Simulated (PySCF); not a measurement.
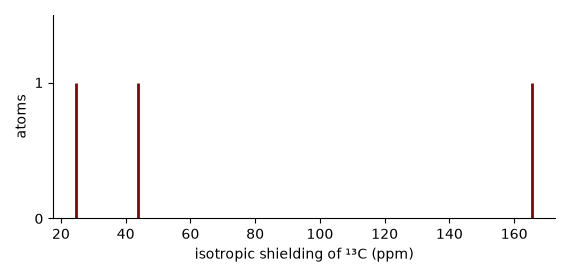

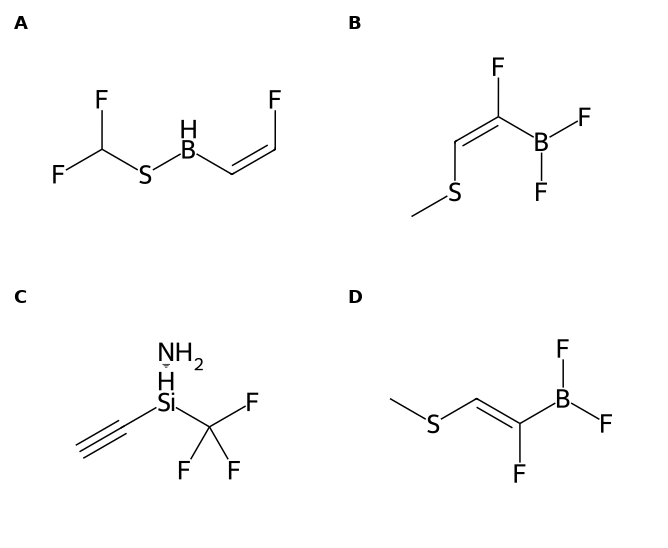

The sticks are computed shieldings of one of the molecules, for one fixed geometry (GFN2-xTB) without averaging over rotations. Low shielding means a high chemical shift. Method: GIAO PBE0/pcSseg-1 NMR shielding, non-relativistic, gas phase (PySCF 2.14.0).

Question: Match the spectrum to a structure.

Answer: D, `CS/C=C(\F)B(F)F`. Its 3 C atoms give lines at 24.6, 44.0, 165.6 ppm.

The geometry is semi-empirical. Around B, Si such bond lengths and angles can be off by a tenth of an ångström or more and by several degrees, and values that hang on the shape move with them.
